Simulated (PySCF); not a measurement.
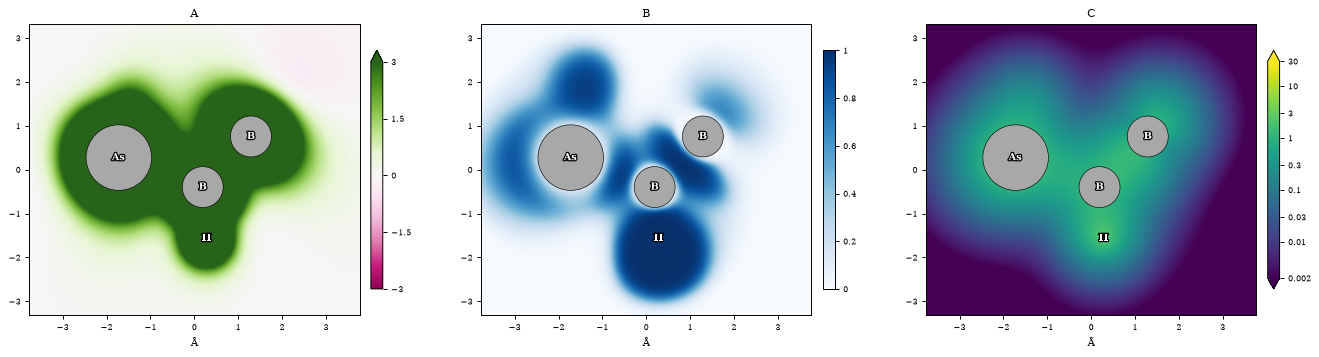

AsB2H5 (SMILES BB[AsH2]): 3 fields on the plane of atoms B1, B2 and As3, with unlabelled colour scales. Grey discs cover the atomic cores.

Geometry: GFN2-xTB.

All numbers below come from CAM-B3LYP/def2-SVPD, SCF density, gas phase in PySCF 2.14.0.

Q: The panels show electron density, electron localisation function and electrostatic potential in some order. Assign them.

A: Panel A: electrostatic potential (strongly positive close to the atoms and fading to about zero outside). Panel B: electron localisation function. Panel C: electron density. From the grid: B–B (1.59 Å): ρ is about 1.3 e/Å³ halfway; the ELF peaks at about 1 between the atoms (localised, covalent bonding). B–As (2.03 Å): ρ is about 0.84 e/Å³ halfway; the ELF peaks at about 0.95 between the atoms: a shared electron pair.
